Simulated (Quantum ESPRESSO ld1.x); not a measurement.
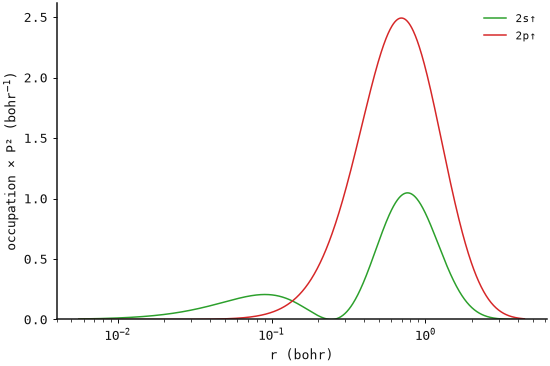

A free F atom in the configuration [He] 2s2 2p5 (high spin). Theory: non-relativistic Kohn-Sham, LDA (Slater exchange, Perdew-Zunger correlation), spin-polarised, spherical densities, point nucleus (computed with Quantum ESPRESSO ld1.x 7.5).

```
 &input
    atom='F',
    iswitch=1,
    rel=0,
    lsd=1,
    dft='PZ',
    config='[He] 2s2 2p5',
    verbosity='high',
    prefix='ld1',
    max_out_wfc=37,
    file_charge='ld1.rho',
 /
```

The plot shows the radial probability densities P² of 2s up and 2p up, each times its occupation.

> What does the plot show?

2s up: outer maximum at 0.764 bohr, ⟨r⟩ = 1.01 bohr, 1 node, eigenvalue −30.3 eV; 2p up: outer maximum at 0.700 bohr, ⟨r⟩ = 1.09 bohr, 0 nodes, eigenvalue −12.0 eV.
